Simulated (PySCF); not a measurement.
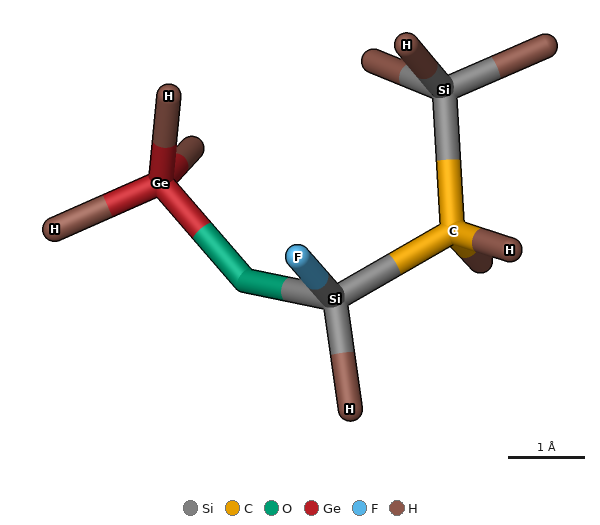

The structure as given in the input (stick view, seen at a tilt). Sticks mark near contacts.

Core-level calculation of CH9FGeOSi2

The run: core-level calculation of CH9FGeOSi2. Method and program: delta-SCF UKS SCAN, pcX-2 on the ionised atom, pcseg-1 elsewhere, spin-free X2C (PySCF 2.14.0).

Figures and captions count atoms from 1; the log counts them from 0 in places.

Input file:
```
{"job": {"kind": "xps", "holes": 5}, "charge": 0, "multiplicity": 1}
Si     0.386710    -1.523073     0.022928
C     -1.089560    -0.856975     0.935467
Si    -1.829777     0.751761     0.295491
O      1.650410    -0.480546     0.025758
Ge     2.115899     1.055760    -0.755679
F     -0.075362    -1.781314    -1.517045
H      0.854605    -2.821264     0.569753
H     -0.804188    -0.711382     1.992169
H     -1.877889    -1.630324     0.922568
H     -0.827882     1.858586     0.401401
H     -3.028406     1.136343     1.101864
H     -2.232678     0.620665    -1.136200
H      1.077482     1.392163    -1.839165
H      3.509733     0.828908    -1.358323
H      2.144542     2.126694     0.345108
```

The first line tells a small driver script what to run in PySCF; the rest is the geometry in Å.

Machine: 1 CPU thread, shared host.

Run as:
```bash
OMP_NUM_THREADS=1 python <driver script> task.json out
```

The program's output:
```
ground state, core basis on atom 0 (Si), 192 functions
  cycle   1  E = -2892.72545365  |g| = 9.31e-01
  cycle   2  E = -2892.22692122  |g| = 1.82e+00
  cycle   3  E = -2892.87694509  |g| = 2.65e-01
  cycle   4  E = -2892.89143732  |g| = 8.79e-02
  cycle   5  E = -2892.89280827  |g| = 2.88e-02
  cycle   6  E = -2892.89294312  |g| = 8.47e-03
  cycle   7  E = -2892.89295991  |g| = 2.22e-03
  cycle   8  E = -2892.89295900  |g| = 4.30e-04
  E(ground) = -2893.04725196 Eh
hole in Si 2p of atom 0
  cycle   1  E = -2888.58574106  |g| = 1.24e+00
  cycle   2  E = -2888.39072147  |g| = 1.20e+00
[... 8 cycles left out ...]
  E(ion) = -2889.07168250 Eh   <S^2> = 0.7512   hole on atom = 1.003   binding energy = 108.181 eV
  2p3/2 = 107.921 eV   2p1/2 = 108.548 eV
ground state, core basis on atom 1 (C), 181 functions
[... 6 cycles left out ...]
  E(ground) = -2892.97829773 Eh
hole in C 1s of atom 1
[... 10 cycles left out ...]
  E(ion) = -2882.31764274 Eh   <S^2> = 0.7676   hole on atom = 1.000   binding energy = 290.091 eV
ground state, core basis on atom 2 (Si), 192 functions
[... 6 cycles left out ...]
  E(ground) = -2893.02912674 Eh
hole in Si 2p of atom 2
[... 9 cycles left out ...]
  E(ion) = -2889.09685377 Eh   <S^2> = 0.7521   hole on atom = 1.002   binding energy = 107.003 eV
  2p3/2 = 106.791 eV   2p1/2 = 107.415 eV
ground state, core basis on atom 3 (O), 181 functions
[... 6 cycles left out ...]
  E(ground) = -2893.00923265 Eh
hole in O 1s of atom 3
[... 10 cycles left out ...]
  E(ion) = -2873.25467803 Eh   <S^2> = 0.7625   hole on atom = 1.000   binding energy = 537.549 eV
ground state, core basis on atom 5 (F), 181 functions
[... 6 cycles left out ...]
  cycle   7  E = -2892.82748776  |g| = 1.05e-04
  E(ground) = -2893.02518555 Eh
hole in F 1s of atom 5
  cycle   1  E = -2866.49605695  |g| = 2.58e+00
  cycle   2  E = -2866.47538780  |g| = 2.11e+00
  cycle   3  E = -2867.34674624  |g| = 3.64e-01
  cycle   4  E = -2867.32183540  |g| = 4.17e-01
  cycle   5  E = -2867.39064365  |g| = 5.12e-02
  cycle   6  E = -2867.39143847  |g| = 2.68e-02
  cycle   7  E = -2867.39184552  |g| = 5.31e-03
  cycle   8  E = -2867.39186084  |g| = 1.54e-03
  cycle   9  E = -2867.39186123  |g| = 3.61e-04
  E(ion) = -2867.59588126 Eh   <S^2> = 0.7566   hole on atom = 1.000   binding energy = 691.967 eV
```

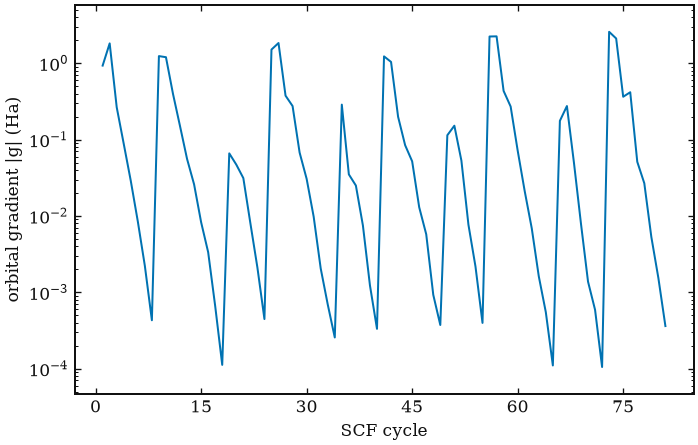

Convergence of the self-consistent field: orbital gradient |g| against the SCF cycle. All cycles printed in the log are drawn one after another.

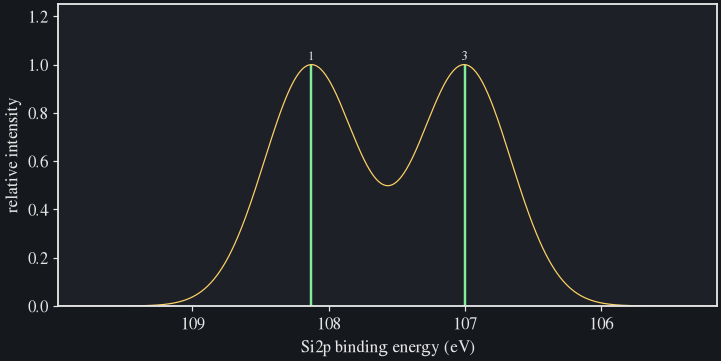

Si2p binding energies by ΔSCF of the atoms computed, labelled by atom number, with a Gaussian envelope of 0.8 eV full width. They run from 107.00 eV (atom 3) to 108.13 eV (atom 1).

Summary:

```json
{"quantity": "outcome", "value": "converged"}
{"quantity": "wall time", "value": "61 s"}
{"quantity": "peak memory", "value": "0.7 GiB"}
```
